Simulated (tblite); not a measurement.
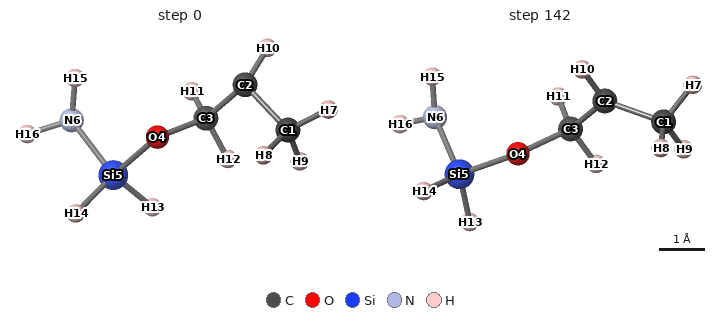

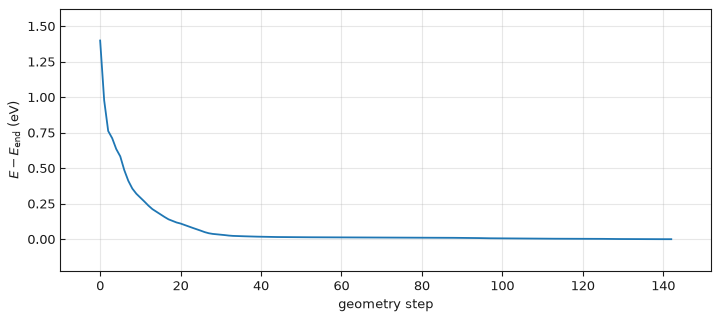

First and last geometry of a relaxation of C₃H₁₀NOSi (multiplicity 2), with the history of the run. Style: ball-and-stick. Shown at a tilt.

These are results of GFN2-xTB geometry optimisation, gas phase in tblite 0.8.0, not measurements. 

Q: What do the curves and the structures tell?

A: It converged. H10 moves most after the best rigid fit: 1.64 Å. By element the largest moves are H 1.64 Å, O 0.48 Å, C 0.41 Å, Si 0.32 Å, N 0.11 Å. Near-neighbour distances that change, for instance: O4–Si5 1.739 → 1.617 Å, Si5–N6 1.809 → 1.729 Å, N6–H15 1.072 → 1.009 Å, N6–H16 1.059 → 1.006 Å. Bond angles that change, for instance: C3–O4–Si5 104.6° → 128.6°, C1–C2–C3 106.0° → 123.1°, Si5–N6–H16 104.8° → 118.8°. Groups turn about Si5–N6 by about 50°, O4–Si5 by about 25°. Over 142 geometry steps the energy falls by 1.399 eV.
